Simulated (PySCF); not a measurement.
**C$_{4}$H$_{9}$NO$_{2}$Si (SMILES C=C(O[SiH3])C(=O)NC): density, localisation and related maps**

Input

```
{"job": {"kind": "nmr", "xc": "PBE0", "basis": "pcSseg-1"}, "charge": 0, "multiplicity": 1}
C     -0.932089    -1.946576    -0.616141
C     -0.436199    -0.777607    -0.228919
O     -1.090089     0.137143     0.523733
Si    -2.581472     0.159113     1.186056
C      0.958967    -0.381455    -0.623926
O      1.671125    -1.097116    -1.300808
N      1.330180     0.826491    -0.155546
C      2.626321     1.398982    -0.405908
H     -0.320851    -2.596781    -1.214222
H     -1.924142    -2.266011    -0.352128
H     -2.501132     1.465369     1.823541
H     -3.610000     0.081224     0.149535
H     -2.742544    -0.941459     2.134986
H      0.665020     1.345991     0.396911
H      3.189704     0.681200    -1.000336
H      2.536745     2.336231    -0.958933
H      3.153459     1.587291     0.531382
```

Command:

```sh
OMP_NUM_THREADS=1 python probes_run.py task.json out
```

Geometry: GFN2-xTB.

All numbers below come from PBE0/pcSseg-1, SCF density, gas phase, non-relativistic in PySCF 2.14.0.

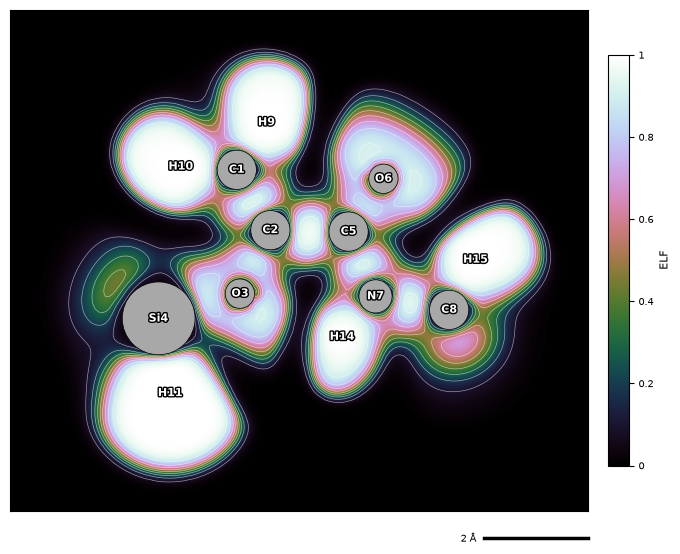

Figure 1. ELF on the plane of atoms O3, C2 and C5. Grey discs cover the atomic cores.

Q: What do the fields say about this system?

A:
- Atoms in the plane: C, O, Si, N and H.
- C–O (1.22 Å): the ELF peaks at about 0.85 between the atoms; a short, multiple covalent bond.
- C–C (1.33 Å): the ELF peaks at about 0.95 between the atoms; a multiple bond.
- C–N (1.35 Å): the ELF peaks at about 0.90 between the atoms, as expected for localised, covalent bonding.
- Si–O (1.63 Å): the ELF peaks at about 0.85 between the atoms: a shared but strongly polarised pair.
- N–H (1.01 Å): the ELF climbs to about 1 towards the hydrogen, as it does in any bond to H; a covalent bond by its length.
- The ELF also peaks beside O3 and O6, away from the bonds: lone-pair regions.

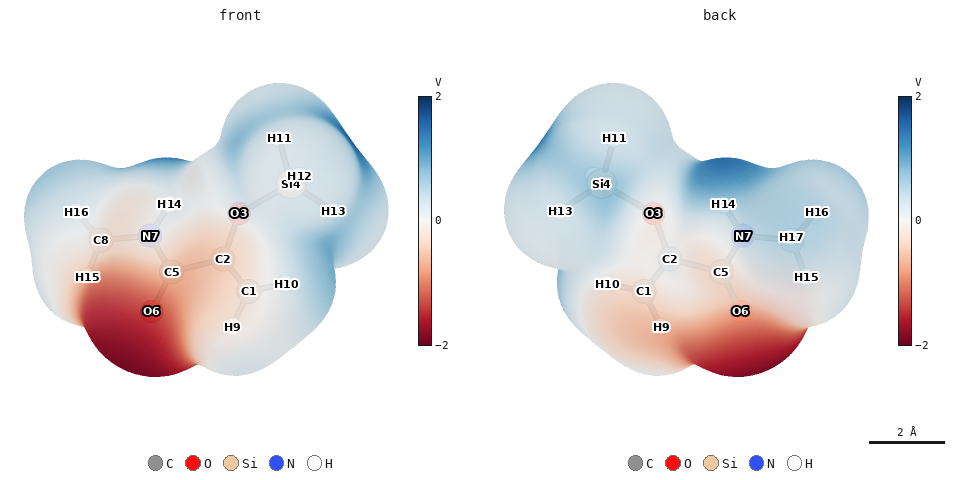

Figure 2. The electrostatic potential painted on the density surface at 0.001 e/bohr³, seen from the front and from behind; the colour scale runs from red (negative) to blue (positive).

Q: Which sites attract a positive test charge, and which a negative one?

A: A positive charge is drawn to the negative regions and a negative charge to the positive ones. The most negative region (about −1.9 V) lies over O6, the most positive (about +1.5 V) over Si4 and H14. O6 is the likeliest acceptor of a hydrogen bond.
